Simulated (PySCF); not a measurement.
Si(H)(Et)(OMe)2, SMILES CC[SiH](OC)OC, singlet at its GFN2-xTB optimised geometry (Å):

```
19

Si    -0.5693    -0.1252     0.0000
C     -1.0508    -1.0551     1.5807
C     -0.5107    -2.4793     1.6413
O     -1.0173     1.4440     0.0000
C     -2.3016     1.9832     0.0928
O      1.0464    -0.1252     0.0000
C      1.9101     0.5664    -0.8562
H     -1.1247    -0.7697    -1.1997
H     -2.1393    -1.0867     1.6596
H     -0.6943    -0.5071     2.4552
H     -0.7941    -2.9651     2.5739
H      0.5730    -2.4686     1.5703
H     -0.8983    -3.0699     0.8151
H     -2.9108     1.6832    -0.7631
H     -2.2089     3.0699     0.1057
H     -2.7986     1.6530     1.0078
H      2.9108     0.5281    -0.4245
H      1.5985     1.6058    -0.9657
H      1.9236     0.0957    -1.8419
```

Level of theory: PBE0/def2-SVP (PySCF 2.14.0).

Map of the Laplacian of the electron density (e/bohr⁵), clipped to [-1.50, 1.50] on the plane z = 0.6 Å:

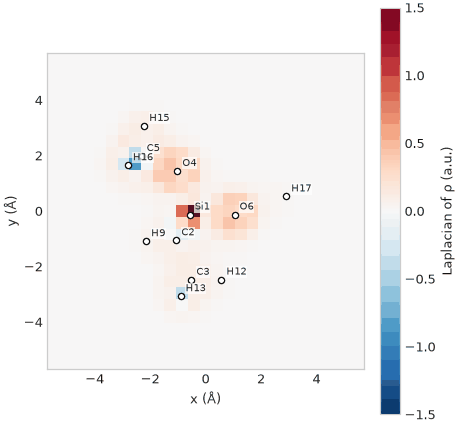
Figure. Laplacian of the electron density (e/bohr⁵), clipped to [-1.50, 1.50] on the plane z = 0.6 Å.
